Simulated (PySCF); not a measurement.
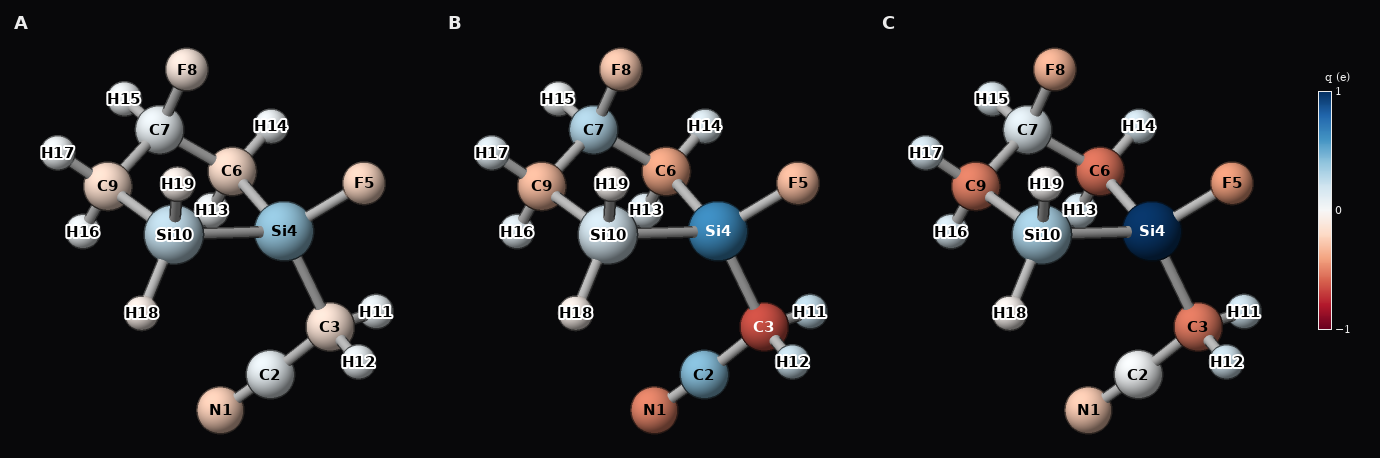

Atomic charges of one calculation by 3 schemes, on one colour scale. Computed geometry: GFN2-xTB optimisation. No frequency run is at hand to confirm it as a minimum. Level of theory: PBE0/pcSseg-1 (PySCF 2.14.0).

The schemes are ESP-fitted, Hirshfeld, Mulliken. Which panel shows which?

A Hirshfeld, B ESP-fitted, C Mulliken.

List the charges (e), one line for each set of equivalent atoms.

```json
{"atom": "N1", "Hirshfeld": "−0.24", "ESP-fitted": "−0.49", "Mulliken": "−0.25"}
{"atom": "C2", "Hirshfeld": "0.08", "ESP-fitted": "0.43", "Mulliken": "0.02"}
{"atom": "C3", "Hirshfeld": "−0.14", "ESP-fitted": "−0.63", "Mulliken": "−0.52"}
{"atom": "Si4", "Hirshfeld": "0.39", "ESP-fitted": "0.63", "Mulliken": "0.97"}
{"atom": "F5", "Hirshfeld": "−0.21", "ESP-fitted": "−0.31", "Mulliken": "−0.41"}
{"atom": "C6", "Hirshfeld": "−0.18", "ESP-fitted": "−0.38", "Mulliken": "−0.53"}
{"atom": "C7", "Hirshfeld": "0.06", "ESP-fitted": "0.29", "Mulliken": "0.11"}
{"atom": "F8", "Hirshfeld": "−0.11", "ESP-fitted": "−0.26", "Mulliken": "−0.33"}
{"atom": "C9", "Hirshfeld": "−0.16", "ESP-fitted": "−0.31", "Mulliken": "−0.50"}
{"atom": "Si10", "Hirshfeld": "0.25", "ESP-fitted": "0.18", "Mulliken": "0.32"}
{"atom": "H11", "Hirshfeld": "0.07", "ESP-fitted": "0.24", "Mulliken": "0.20"}
{"atom": "H12", "Hirshfeld": "0.07", "ESP-fitted": "0.22", "Mulliken": "0.20"}
{"atom": "H13", "Hirshfeld": "0.05", "ESP-fitted": "0.12", "Mulliken": "0.17"}
{"atom": "H14", "Hirshfeld": "0.05", "ESP-fitted": "0.13", "Mulliken": "0.17"}
{"atom": "H15", "Hirshfeld": "0.04", "ESP-fitted": "0.03", "Mulliken": "0.12"}
{"atom": "H16", "Hirshfeld": "0.05", "ESP-fitted": "0.10", "Mulliken": "0.16"}
{"atom": "H17", "Hirshfeld": "0.05", "ESP-fitted": "0.11", "Mulliken": "0.16"}
{"atom": "H18", "Hirshfeld": "−0.07", "ESP-fitted": "−0.06", "Mulliken": "−0.03"}
{"atom": "H19", "Hirshfeld": "−0.06", "ESP-fitted": "−0.04", "Mulliken": "−0.02"}
```

The geometry is semi-empirical. Around Si such bond lengths and angles can be off by a tenth of an ångström or more and by several degrees, and values that hang on the shape move with them.
